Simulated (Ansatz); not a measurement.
Consider KCoBr3 (cubic perovskite) (Pm-3m).

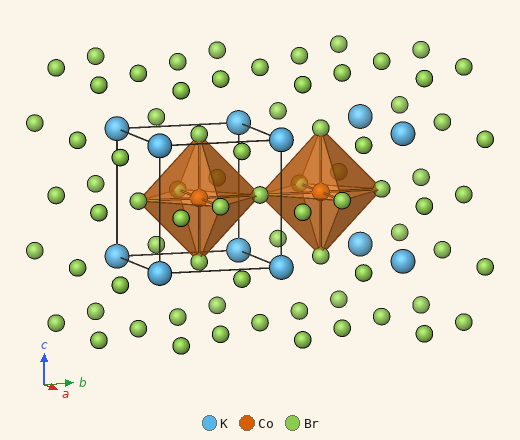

The structure (potassium blue, cobalt orange, bromine green). 1×2×1 cells are drawn. Some periodic images of atoms are drawn too.

The structure was built from a prototype and need not be the compound's stable phase.

It takes space group Pm-3m (No. 221, cubic). The conventional cell has a = 5.044 Å, b = 5.044 Å, c = 5.044 Å, α = 90.00°, β = 90.00°, γ = 90.00°. Nearest to K lie 12 Br at 3.57 Å. Co has 6 Br at 2.52 Å nearest. Br has 2 Co at 2.52 Å and 4 K at 3.57 Å nearest. Farther neighbours and most contacts between anions are not listed.

```xyz
5
Lattice="0.0000 -5.0438 0.0000 0.0000 0.0000 5.0438 -5.0438 0.0000 0.0000" Properties=species:S:1:pos:R:3 pbc="T T T"
K     0.0000    0.0000    0.0000
Co   -2.5219   -2.5219    2.5219
Br    0.0000   -2.5219    2.5219
Br   -2.5219   -2.5219    0.0000
Br   -2.5219    0.0000    2.5219
```

The structure was relaxed with PBE. The structure type comes from a generator and need not be one that this composition takes. The structure was generated from a model, not taken from a measurement. The runs that relaxed it are not among those shown. The program's search for lower electronic states was switched off, so nothing shows that the state found is the lowest. PAW set soft_2, made with PBE.

A constrained-RPA run (Ansatz 0.2.0; non-magnetic PBE; Co d, bands v4 to c1, 4×4×4 mesh, medium accuracy) builds 5 functions on bands 2.7 eV wide, with 7.0 electrons in the window. The bare on-site interaction is 18.6 eV and the bare J 0.61 eV.

**Question.** What U and J survive the screening?

On the Co d shell, U = 3.74 eV (20 % of the bare value), U′ = 2.78 eV, J = 0.48 eV.

The parent state is non-magnetic and the interaction static (zero frequency); U depends on the window and the orbitals, so it belongs to this model alone.

[Paths, hosts, dates, memory and timing lines, banners, echoed tables and standing remarks are left out of the program output.]

[Logs are printed without paths, hosts, clocks, repeated set-up lines and the standing remarks that a program may print on its own settings, such as how far it seeks lower states.]

[Runs of the session that timed out or met a known fault of the program may be left out.]

[Hosts, paths, dates, database ids (printed as entryN), source tags and the programs' standing remarks are cut or masked in the printed files.]
